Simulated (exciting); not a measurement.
Two BSE runs for the O K edge of RbLuO2, space group R-3m. Run A: exciting, all-electron LAPW+lo, LDA, exchange and screened direct term (singlet BSE), 3×3×3 shifted k points, 34 conduction bands, |G+q| up to 3 bohr⁻¹, full RPA screening with nempty = 58, Lorentzian half width 0.45 eV. Run B has a fault in its input.

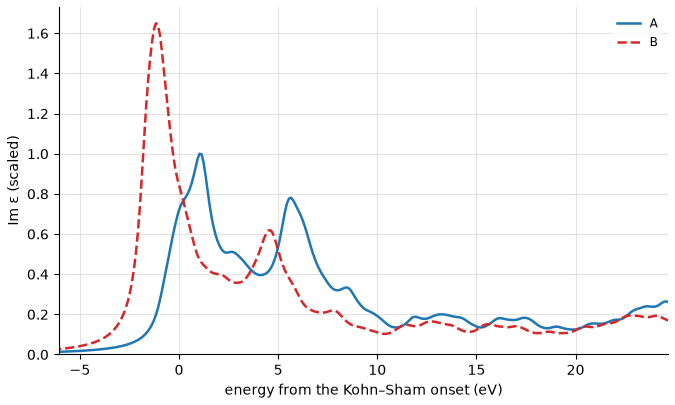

Energy from the Kohn–Sham onset, core level to the lowest empty state found on the meshes used; one zero for both, scaled to A's maximum.

Q: What most likely went wrong in run B?

Far too few empty states in the screening (empty states in the screening from 58 to 3). Against run A the r.m.s. difference is 85 %. Moving the earlier curve by -1.8 eV leaves 41 %. The highest maximum lies at -1.2 eV (1.65), against 1.0 eV (1.00). The first bright state moves from -0.74 to -1.65 eV. Too few states underscreen, so the attraction is too strong. Other settings could leave a like mark; this is the change that was made.

[Hosts, paths, dates, database ids (printed as entryN), source tags and the programs' standing remarks are cut or masked in the printed files.]
